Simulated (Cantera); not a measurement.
Charge: 1 mol Si, 0.22 mol CO2, 30 mol N2, held at 7.20e-6 bar.

These are equilibrium values from Cantera (NASA tables, ideal gas, pure condensed phases), not measurements of a reactor. Candidate condensed phases: C, Si, SiC, SiO2, Si2N2O, Si3N4; 34 gas species. N2 is the only nitrogen source here; it is nearly inert below about 1500 K, so the nitride shown seldom forms there in practice. Mutual solubility and eutectic melting of coexisting phases are not modelled. The tables' values for SiN are old estimates; treat these amounts as uncertain. Kinetics and transport are ignored.

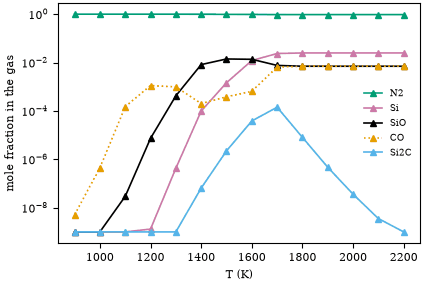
Equilibrium gas composition (values under 1e-9 drawn at 1e-9)

From 900 K to 1000 K the condensed part is C(graphite) + Si2N2O(s) + Si3N4(s). At 1100 K the condensed part is C(graphite) + SiC(s) + Si2N2O(s). From 1200 K to 1300 K the condensed part is SiC(s) + Si2N2O(s). At 1400 K the condensed part is SiC(s) + Si2N2O(s) + Si3N4(s). At 1500 K the condensed part is Si(s) + SiC(s). From 1600 K to 1700 K the condensed part is SiC(s). From 1800 K to 2200 K nothing is condensed.
